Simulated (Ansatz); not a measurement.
# InCl (SMILES [Cl][In]) at 5 levels

Aim: a comparison of 5 runs (UHF/STO-3G, B2PLYP/STO-3G, B3LYP/STO-3G, wB97M-V/STO-3G, MP2/STO-3G) of InCl. 

The calculation is run with Ansatz 0.2.0.

47 further runs of the same task are left out: 4 that didn't finish, 43 set aside as unsound or not needed.

## Step 1: Starting point

InCl has 2 atoms, charge 0, and is taken as a singlet. As SMILES, `[Cl][In]`. The In2–Cl1 distance was set to 3.017 Å, away from the relaxed value.

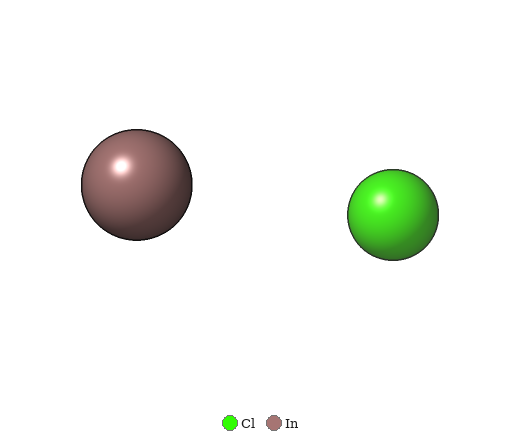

The structure, seen from a chosen angle (chlorine green, indium brown).

## Step 2: The energy at UHF/STO-3G (run 1)

Contents of input.yaml:

```yaml
crystal:
  periodic: [false, false, false]
  atoms:
    - symbol: Cl
      position_ang: [0.000000, -0.000000, -0.617310]
    - symbol: In
      position_ang: [-0.000000, 0.000000, 2.399590]
basis:
  gaussian:
    orbitals: STO-3G
accuracy: high
hamiltonian:
  xc: hf
magnetization:
  spin_polarized: true
```

The run is started by

```sh
$ ansatz run input.yaml --threads 1 --pin off --max-ram 3480MiB --events-out events.jsonl --progress --plain --runs-dir runs
```

The log of the run:

```text
Warning: RAYON_NUM_THREADS=1 ignored (pool sized by the plan → 1); use --threads N
Functional definition: HF
  name "HF"
  exchange = exact_x
  correlation = 0
623 factors; integrals over basis functions are off by at most 2.3e-8 eV
mean field evaluation 1: about -167007.4403 eV, gradient 6.2e0 eV
mean field evaluation 2: about -167007.4756 eV, gradient 6.2e0 eV
mean field evaluation 4: about -167008.7076 eV, gradient 2.5e-1 eV
mean field evaluation 8: about -167008.7044 eV, gradient 4.1e-5 eV
mean field evaluation 16: about -167008.1832 eV, gradient 2.5e0 eV
mean field evaluation 32: about -167008.6409 eV, gradient 1.2e0 eV
mean field -167008.70436932 eV, -6137.4566830069 hartree, gradient 1.8e-8 eV, S^2 0.000000; 1 other end points of the search recorded, 0 dependent functions left out
reference -167008.70436932 eV, -6137.4566830069 hartree; 33, 33 occupied and 3, 3 virtual orbitals, 623 factors
Total energy: -167008.70436932 eV, -6137.4566830069 hartree
```

It took 0.4 s on 1 thread of AMD EPYC 9R45 (Zen 5), shared host.

## Step 3: The energy at B2PLYP/STO-3G (run 2)

Contents of run.yaml:

```yaml
crystal:
  periodic: [false, false, false]
  atoms:
    - symbol: Cl
      position_ang: [0.000000, -0.000000, -0.617310]
    - symbol: In
      position_ang: [-0.000000, 0.000000, 2.399590]
basis:
  gaussian:
    orbitals: STO-3G
hamiltonian:
  xc: {name: B2PLYP}
correlation:
  frozen_orbitals: {Cl: 5, In: 18}
accuracy: high
```

The run is started by

```sh
$ ansatz run run.yaml --threads 1 --pin off --max-ram 3480MiB --events-out events.jsonl --progress --plain --runs-dir runs
```

The log of the run:

```text
Warning: RAYON_NUM_THREADS=1 ignored (pool sized by the plan → 1); use --threads N
Functional definition: B2PLYP
  name "B2PLYP"
  parameter a = 0.53
  parameter c = 0.27
  exchange = (1 - a)*b88_x + a*exact_x
  correlation = (1 - c)*lyp_c + c*(mp2_os + mp2_ss)
623 factors; integrals over basis functions are off by at most 2.3e-8 eV
mean field evaluation 1: about -167059.8686 eV, gradient 9.3e0 eV
mean field evaluation 2: about -167059.8869 eV, gradient 9.2e0 eV
mean field evaluation 4: about -167061.3587 eV, gradient 5.0e-1 eV
mean field evaluation 8: about -167061.3594 eV, gradient 1.7e-3 eV
mean field evaluation 16: about -167061.3594 eV, gradient 4.4e-9 eV
mean field -167061.35943283 eV, -6139.3917208999 hartree, gradient 5.1e-9 eV, S^2 0.000000; 0 other end points of the search recorded, 0 dependent functions left out
23 core orbitals not correlated: weight in the atoms' cores, before any rotation towards them, 1.000 or more for the frozen orbitals, at most 0.000 for the correlated occupied ones
reference -167061.35944994 eV, -6139.3917215288 hartree; 10, 10 occupied and 3, 3 virtual orbitals, 623 factors
second order -1.11013801 eV of doubles, -0.00000000 eV of singles
Total energy: -167061.65918720 eV, -6139.4027366701 hartree
```

It took 0.84 s on 1 thread of AMD EPYC 9R45 (Zen 5), shared host; peak memory 0.14 GiB.

Run 3 isn't shown in full; the table further down has it.

## Step 4: The energy at wB97M-V/STO-3G (run 4)

Contents of job.yaml:

```yaml
basis:
  gaussian:
    orbitals: STO-3G
crystal:
  periodic: [false, false, false]
  atoms:
    - {symbol: Cl, position_ang: [0.000000, -0.000000, -0.617310]}
    - {symbol: In, position_ang: [-0.000000, 0.000000, 2.399590]}
hamiltonian:
  xc: {name: wB97M-V}
accuracy: high
```

The run is started by

```sh
$ ansatz run job.yaml --threads 1 --pin off --max-ram 3480MiB --events-out events.jsonl --progress --plain --runs-dir runs
```

The log of the run:

```text
Warning: RAYON_NUM_THREADS=1 ignored (pool sized by the plan → 1); use --threads N
Functional definition: wB97M-V
  name "wB97M-V"
  parameter omega = 0.3/bohr
  parameter cx = 0.15
  parameter cx01 = 1.007
  parameter cx10 = 0.259
  parameter css00 = 0.443
  parameter css04 = -1.437
  parameter css10 = -4.535
  parameter css20 = -3.390
  parameter css43 = 4.278
  parameter cos00 = 1.000
  parameter cos10 = 1.358
  parameter cos20 = 2.924
  parameter cos21 = -8.812
  parameter cos60 = -1.390
  parameter cos61 = 9.142
  parameter b = 6.0
  parameter c = 0.01
  gx(w, u) = 1 - cx + cx01*u + cx10*w
  gss(w, u) = css00 + css04*u^4 + css10*w + css20*w^2 + css43*w^4*u^3
  gos(w, u) = cos00 + cos10*w + (cos20 + cos21*u)*w^2 + (cos60 + cos61*u)*w^6
  exchange = spin_sum(e_x_unif_sr(omega)*gx(b97_w, b97_u_x)) + cx*exact_x_sr(omega) + exact_x_lr(omega)
  correlation = spin_sum(e_c_pw_mod_same_spin*gss(b97_w, b97_u_same))
      + integral(e_c_pw_mod_opposite_spin*gos(b97_w_opposite, b97_u_opposite)) + vv10(b, c)
623 factors; integrals over basis functions are off by at most 2.3e-8 eV
131 factors; integrals over basis functions are off by at most 6.4e-10 eV
mean field evaluation 1: about -167081.2663 eV, gradient 9.5e0 eV
mean field evaluation 2: about -167082.8089 eV, gradient 2.8e0 eV
mean field evaluation 4: about -167082.8801 eV, gradient 1.5e-1 eV
mean field evaluation 8: about -167082.8784 eV, gradient 3.5e-3 eV
mean field evaluation 16: about -167082.8784 eV, gradient 5.9e-9 eV
mean field -167082.87844189 eV, -6140.1825298970 hartree, gradient 3.8e-8 eV, S^2 0.000000; 0 other end points of the search recorded, 0 dependent functions left out
reference -167082.87844409 eV, -6140.1825299777 hartree; 33, 33 occupied and 3, 3 virtual orbitals, 623 factors
Total energy: -167082.87844409 eV, -6140.1825299777 hartree
```

Run time: 5.4 s. Hardware: 1 thread of AMD EPYC 9R45 (Zen 5), shared host; peak memory 0.27 GiB.

## Step 5: The energy at MP2/STO-3G (run 5)

Contents of molecule.yaml:

```yaml
crystal:
  periodic: [false, false, false]
  atoms:
    - {symbol: Cl, position_ang: [0.000000, -0.000000, -0.617310]}
    - {symbol: In, position_ang: [-0.000000, 0.000000, 2.399590]}
basis:
  gaussian: {orbitals: STO-3G}
correlation: {method: mp2, frozen_orbitals: {Cl: 5, In: 18}}
accuracy: high
```

The run is started by

```sh
$ ansatz run molecule.yaml --threads 1 --pin off --max-ram 3480MiB --events-out events.jsonl --progress --plain --runs-dir runs
```

The log of the run:

```text
Warning: RAYON_NUM_THREADS=1 ignored (pool sized by the plan → 1); use --threads N
[... 4 set-up lines as earlier in the session ...]
623 factors; integrals over basis functions are off by at most 2.3e-8 eV
mean field evaluation 1: about -167007.4403 eV, gradient 8.8e0 eV
mean field evaluation 2: about -167007.4756 eV, gradient 8.8e0 eV
mean field evaluation 4: about -167008.7063 eV, gradient 3.5e-1 eV
mean field evaluation 8: about -167008.7044 eV, gradient 8.6e-5 eV
mean field -167008.70436932 eV, -6137.4566830069 hartree, gradient 2.9e-8 eV, S^2 0.000000; 0 other end points of the search recorded, 0 dependent functions left out
23 core orbitals not correlated: weight in the atoms' cores, before any rotation towards them, 1.000 or more for the frozen orbitals, at most 0.000 for the correlated occupied ones
reference -167008.70436932 eV, -6137.4566830069 hartree; 10, 10 occupied and 3, 3 virtual orbitals, 623 factors
second order -0.70808107 eV of doubles, -0.00000000 eV of singles
Total energy: -167009.41245039 eV, -6137.4827045063 hartree
```

Run time: 0.28 s. Hardware: 1 thread of AMD EPYC 9R45 (Zen 5), shared host.

## Step 6: Overview of the runs

| run | level | frozen core orbitals | energy (Eh) | wall time |
| --- | --- | --- | --- | --- |
| 1 | UHF/STO-3G | – | -6137.456683 | 0.4 s |
| 2 | B2PLYP/STO-3G | 23 | -6139.402737 | 0.84 s |
| 3 | B3LYP/STO-3G | – | -6140.007404 | 0.6 s |
| 4 | wB97M-V/STO-3G | – | -6140.182530 | 5.4 s |
| 5 | MP2/STO-3G | 23 | -6137.482705 | 0.28 s |

## Step 7: Outcome

| quantity | value |
| --- | --- |
| run 5: total energy | -6137.48270 Eh |
| run 5: correlation energy (23 core orbitals frozen) | -26.0 mEh |

In words: Totals of different functionals can't be ranked against each other. In runs 1, 2, 3, 4, 5 the basis is minimal, so the values are rough. In runs 1, 2, 3, 4, 5 relativity is left out where basis or elements ask for it. All runs together took 7.5 s, the longest 5.4 s.
